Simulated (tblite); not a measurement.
Geometry relaxation of C4H11PSi (part 1 of 2)

The run: geometry relaxation of C4H11PSi. Method and program: GFN2-xTB geometry optimisation, gas phase (tblite 0.8.0).

It belongs to a series of runs on one base structure; here: ethynyl replaced by CH2SiH3.

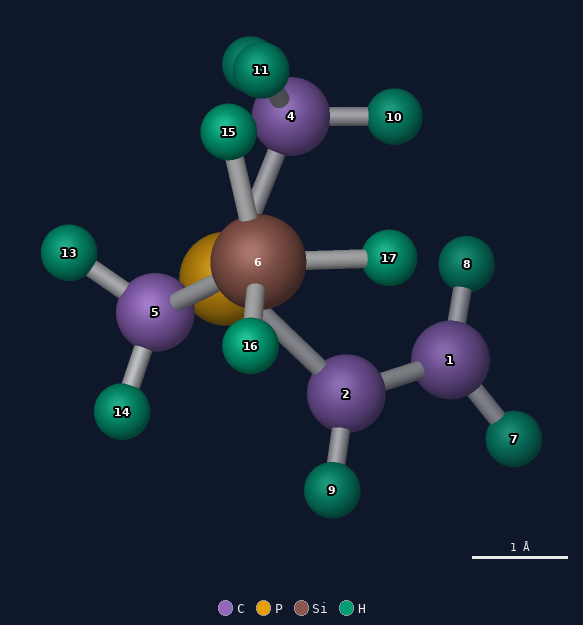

**Figure 1.** The input geometry (ball-and-stick view, seen at an oblique angle; atoms are numbered from 1 in the order of the input). Bond lengths as drawn: C–C 1.35 Å, C–H 1.07 to 1.12 Å, C–P 1.83 to 1.86 Å, C–Si 1.87 Å and H–Si 1.45 to 1.49 Å.

**Summary**

```csv
quantity,value
outcome,converged
total energy,−499.8689 eV
hardware,"1 CPU thread, shared host"
wall time,0.73 s
peak memory,0.18 GiB
```

**The input**
```
{"job": {"kind": "relax", "xc": "GFN2-xTB", "basis": "xTB"}, "charge": 0, "multiplicity": 1}
C     -2.188400     1.488900     0.840300
C     -1.748200     0.831700    -0.251700
P     -0.810000    -0.737300    -0.131100
C      0.048300    -0.915100     1.505500
C      0.498700    -0.904500    -1.408800
Si     2.032100     0.068500    -0.983900
H     -2.732200     2.414600     0.611300
H     -2.014100     1.112100     1.826300
H     -1.929800     1.233900    -1.232600
H      0.016100     0.021600     2.078100
H      1.111500    -1.229200     1.365100
H     -0.523200    -1.713000     2.051300
H      0.814300    -1.972500    -1.404300
H      0.145500    -0.699300    -2.446800
H      2.987000    -0.762400    -0.226800
H      2.687800     0.630400    -2.152900
H      1.597600     1.143700    -0.048900
```

The first line tells a small driver script what to run in tblite; the rest is the geometry in Å.

Command:
```bash
OMP_NUM_THREADS=1 python <driver script> task.json out
```

**Output**
```
step      E/eV     max force
  0    -499.03638    2.562
  1    -499.25262    1.858
  2    -499.43000    1.068
  3    -499.49703    0.784
  4    -499.54076    0.415
  5    -499.56665    0.421
  6    -499.59431    0.484
  7    -499.62349    0.494
  8    -499.65298    0.461
  9    -499.67520    0.395
 10    -499.68826    0.280
 11    -499.69534    0.219
 12    -499.70166    0.185
 13    -499.70875    0.220
 14    -499.71619    0.264
 15    -499.72330    0.245
 16    -499.72991    0.211
 17    -499.73669    0.201
 18    -499.74486    0.196
 19    -499.75291    0.208
 20    -499.75789    0.160
 21    -499.76108    0.151
 22    -499.76387    0.137
 23    -499.76658    0.159
 24    -499.76944    0.140
 25    -499.77164    0.097
 26    -499.77318    0.098
 27    -499.77473    0.111
 28    -499.77711    0.148
 29    -499.78071    0.167
 30    -499.78497    0.145
 31    -499.78871    0.150
 32    -499.79161    0.138
 33    -499.79411    0.122
 34    -499.79700    0.120
 35    -499.79984    0.098
 36    -499.80194    0.099
 37    -499.80354    0.111
 38    -499.80533    0.125
 39    -499.80755    0.117
 40    -499.80978    0.105
 41    -499.81134    0.144
 42    -499.81373    0.127
 43    -499.81777    0.142
 44    -499.82464    0.175
 45    -499.83070    0.278
 46    -499.83544    0.279
 47    -499.83968    0.194
 48    -499.84460    0.154
 49    -499.84659    0.106
 50    -499.84914    0.093
 51    -499.85066    0.067
 52    -499.85186    0.067
 53    -499.85340    0.062
 54    -499.85429    0.058
 55    -499.85474    0.048
 56    -499.85511    0.050
 57    -499.85562    0.054
 58    -499.85620    0.058
 59    -499.85672    0.054
 60    -499.85705    0.034
 61    -499.85732    0.040
 62    -499.85769    0.038
 63    -499.85809    0.039
 64    -499.85852    0.045
 65    -499.85894    0.052
 66    -499.85944    0.056
 67    -499.85999    0.045
 68    -499.86053    0.043
 69    -499.86097    0.044
 70    -499.86135    0.063
 71    -499.86171    0.049
 72    -499.86207    0.043
 73    -499.86240    0.034
 74    -499.86274    0.040
 75    -499.86305    0.041
 76    -499.86326    0.033
 77    -499.86339    0.025
 78    -499.86352    0.025
 79    -499.86369    0.036
 80    -499.86386    0.037
 81    -499.86399    0.028
 82    -499.86408    0.019
 83    -499.86417    0.023
 84    -499.86430    0.029
 85    -499.86443    0.030
 86    -499.86453    0.027
 87    -499.86461    0.030
 88    -499.86473    0.031
 89    -499.86494    0.048
 90    -499.86532    0.064
 91    -499.86583    0.056
 92    -499.86624    0.041
 93    -499.86655    0.046
 94    -499.86691    0.046
 95    -499.86730    0.049
 96    -499.86766    0.051
 97    -499.86794    0.037
 98    -499.86815    0.032
 99    -499.86835    0.043
100    -499.86853    0.034
101    -499.86865    0.027
102    -499.86869    0.016
103    -499.86872    0.012
104    -499.86875    0.018
105    -499.86878    0.020
106    -499.86882    0.017
107    -499.86887    0.012
108    -499.86890    0.016
109    -499.86892    0.006
```

**Trajectory as extended XYZ (Å, eV, eV/Å), 13 of the 110 frames kept, from step=0 to step=109**
```
17
Properties=species:S:1:pos:R:3:forces:R:3 step=0 energy=-499.03638
C    -2.1884    1.4889    0.8403    0.0240   0.0410  -1.8210
C    -1.7482    0.8317   -0.2517    1.4820   0.3050   1.3790
P    -0.8100   -0.7373   -0.1311   -2.0680  -1.4510  -0.4270
C     0.0483   -0.9151    1.5055    0.2920  -0.0200   0.2470
C     0.4987   -0.9045   -1.4088    0.4030  -0.3120  -0.8650
Si    2.0321    0.0685   -0.9839    0.6910   0.9680   0.7230
H    -2.7322    2.4146    0.6113    0.0460  -0.5460   0.7970
H    -2.0141    1.1121    1.8263   -0.1160   0.2740   0.1680
H    -1.9298    1.2339   -1.2326   -0.0100  -0.2050  -0.2130
H     0.0161    0.0216    2.0781    0.0600  -0.2920  -0.0870
H     1.1115   -1.2292    1.3651   -0.9340   0.1750   0.1350
H    -0.5232   -1.7130    2.0513    0.6150   0.7420  -0.3800
H     0.8143   -1.9725   -1.4043   -0.5850   0.4270   0.0420
H     0.1455   -0.6993   -2.4468   -0.1260  -0.0620   0.8870
H     2.9870   -0.7624   -0.2268   -0.0390   0.0210  -0.1500
H     2.6878    0.6304   -2.1529    0.0450   0.0280  -0.1380
H     1.5976    1.1437   -0.0489    0.2220  -0.0930  -0.2980
17
Properties=species:S:1:pos:R:3:forces:R:3 step=9 energy=-499.67520
C    -2.1109    1.4670    0.7943   -0.1300  -0.1010   0.1050
C    -1.5892    0.7957   -0.2255   -0.0380   0.1170  -0.0300
P    -0.9390   -0.8866   -0.1530   -0.1600  -0.3570   0.0520
C    -0.0271   -0.9276    1.4591    0.0110   0.0350   0.0570
C     0.4826   -0.8984   -1.3421    0.1220   0.1330   0.0420
Si    2.0367    0.1356   -0.9358    0.1260   0.0660   0.0350
H    -2.7186    2.3464    0.6755    0.1020   0.2060  -0.2180
H    -2.0226    1.1588    1.8237    0.1460  -0.1770  -0.0320
H    -1.7804    1.1268   -1.2433    0.0570   0.0470   0.0580
H    -0.0354    0.0344    1.9586   -0.0540   0.1290   0.0090
H     0.9996   -1.2185    1.2809    0.1440  -0.1220  -0.0070
H    -0.4872   -1.6676    2.1054   -0.0950  -0.0520   0.1170
H     0.7523   -1.9535   -1.4109    0.0720  -0.0820  -0.0060
H     0.0831   -0.6421   -2.3186   -0.1260   0.1290  -0.1620
H     3.0089   -0.7459   -0.2598   -0.0900   0.1170  -0.0250
H     2.6829    0.6366   -2.1604   -0.1650  -0.0530   0.0980
H     1.6575    1.2510   -0.0581    0.0780  -0.0350  -0.0930
17
Properties=species:S:1:pos:R:3:forces:R:3 step=18 energy=-499.74486
C    -2.0876    1.4236    0.7744    0.0610   0.0080   0.1180
C    -1.5919    0.7192   -0.2285    0.0830   0.0910  -0.0960
P    -0.9764   -0.9809   -0.1344    0.0850  -0.1530  -0.0520
C    -0.0556   -0.9533    1.4777   -0.0090   0.0320   0.0010
C     0.4530   -0.8748   -1.3206    0.0500   0.0470   0.0580
Si    2.0055    0.1639   -0.9149    0.1080   0.0510  -0.0420
H    -2.5576    2.3778    0.6189   -0.0020   0.1260   0.0130
H    -2.0230    1.0847    1.7924   -0.1160  -0.0440   0.1200
H    -1.6820    1.1141   -1.2316   -0.0060  -0.1000  -0.1580
H    -0.0570    0.0486    1.8877    0.0730   0.1470   0.0820
H     0.9639   -1.2747    1.3072    0.1300  -0.0820  -0.0050
H    -0.5072   -1.6287    2.1954   -0.1690  -0.0820   0.0550
H     0.7759   -1.9084   -1.4592   -0.0110  -0.0960  -0.0560
H     0.0280   -0.5630   -2.2747   -0.0510   0.0290  -0.0650
H     2.9998   -0.6915   -0.2424   -0.1040   0.0690  -0.0230
H     2.5897    0.6284   -2.1799   -0.0580  -0.0380   0.0380
H     1.7156    1.3272   -0.0775   -0.0640  -0.0070   0.0140
17
Properties=species:S:1:pos:R:3:forces:R:3 step=27 energy=-499.77473
C    -2.0540    1.4109    0.7638    0.0280  -0.0030   0.0420
C    -1.5634    0.6903   -0.2318   -0.0110  -0.0030  -0.0380
P    -0.9557   -1.0153   -0.1198    0.0060  -0.0760  -0.0660
C    -0.0563   -0.9582    1.5043   -0.0070  -0.0150  -0.0230
C     0.4538   -0.8704   -1.3270   -0.0280   0.0240   0.0350
Si    1.9832    0.1980   -0.9185    0.0090  -0.0260  -0.0270
H    -2.4409    2.4062    0.6180   -0.0650  -0.0070  -0.0370
H    -2.0783    1.0396    1.7741    0.0310   0.0190   0.0670
H    -1.6227    1.0549   -1.2494    0.0550   0.0830  -0.0500
H    -0.0078    0.0587    1.8824    0.0620   0.0310   0.0160
H     0.9470   -1.3488    1.3648    0.0240  -0.0640   0.0340
H    -0.5785   -1.5859    2.2224   -0.0310   0.0030   0.0560
H     0.7846   -1.8953   -1.5221   -0.0170   0.0210   0.0010
H    -0.0044   -0.5199   -2.2556   -0.0060  -0.0300  -0.0100
H     2.9655   -0.6420   -0.2233    0.0010   0.0230   0.0010
H     2.5341    0.6260   -2.2079    0.0200   0.0270   0.0390
H     1.6869    1.3634   -0.0843   -0.0710  -0.0070  -0.0390
17
Properties=species:S:1:pos:R:3:forces:R:3 step=36 energy=-499.80194
C    -2.0237    1.3961    0.7563    0.0060   0.0420   0.0530
C    -1.5065    0.6804   -0.2297   -0.0410   0.0390   0.0190
P    -0.9263   -1.0358   -0.1090   -0.0410   0.0320  -0.0670
C    -0.0493   -0.9833    1.5332    0.0060  -0.0070  -0.0670
C     0.4491   -0.8794   -1.3523    0.0280  -0.0050   0.0720
Si    1.9481    0.2233   -0.9356    0.0150   0.0030  -0.0170
H    -2.4187    2.3862    0.5936    0.0030   0.0260  -0.0110
H    -2.0692    1.0375    1.7715   -0.0050  -0.0450  -0.0090
H    -1.5083    1.0756   -1.2407   -0.0230  -0.0350   0.0250
H     0.1388    0.0402    1.8514    0.0180  -0.0260  -0.0250
H     0.8925   -1.5219    1.4583   -0.0270  -0.0510  -0.0150
H    -0.6786   -1.4859    2.2688    0.0420   0.0640  -0.0090
H     0.7839   -1.8964   -1.5706    0.0160   0.0010  -0.0180
H    -0.0444   -0.5145   -2.2594    0.0490  -0.0770   0.0380
H     2.9401   -0.5689   -0.1959   -0.0590   0.0600   0.0010
H     2.5427    0.6742   -2.1995   -0.0210  -0.0130   0.0430
H     1.5229    1.3847   -0.1504    0.0340  -0.0040  -0.0130
17
Properties=species:S:1:pos:R:3:forces:R:3 step=45 energy=-499.83070
C    -2.0028    1.4093    0.7803   -0.0510  -0.0690   0.0140
C    -1.4849    0.7000   -0.2131   -0.0440  -0.0120   0.0040
P    -0.9426   -1.0434   -0.1178    0.0270   0.1460  -0.2350
C    -0.0356   -1.0268    1.4980    0.0360   0.0200   0.0340
C     0.4612   -0.9266   -1.3433    0.0660   0.1460   0.0130
Si    1.8964    0.2721   -0.9387    0.1380  -0.0380   0.0070
H    -2.3967    2.4070    0.6284    0.1050  -0.1260   0.0200
H    -2.0785    1.0210    1.7866    0.0460   0.0410  -0.1030
H    -1.4754    1.1162   -1.2187    0.0170  -0.0930   0.0960
H     0.4000   -0.0436    1.6915   -0.0060  -0.1840   0.0050
H     0.7429   -1.7937    1.4639   -0.1230   0.1330   0.0460
H    -0.7438   -1.2802    2.2901    0.1150   0.0360  -0.0460
H     0.8404   -1.9368   -1.5346   -0.0700   0.0850   0.1480
H    -0.0134   -0.6107   -2.2764   -0.0340  -0.0240  -0.0130
H     2.8815   -0.4271   -0.0919   -0.1130   0.0850  -0.1010
H     2.5472    0.7199   -2.1863   -0.1230  -0.1210   0.1530
H     1.3970    1.4553   -0.2281    0.0150  -0.0250  -0.0420
```
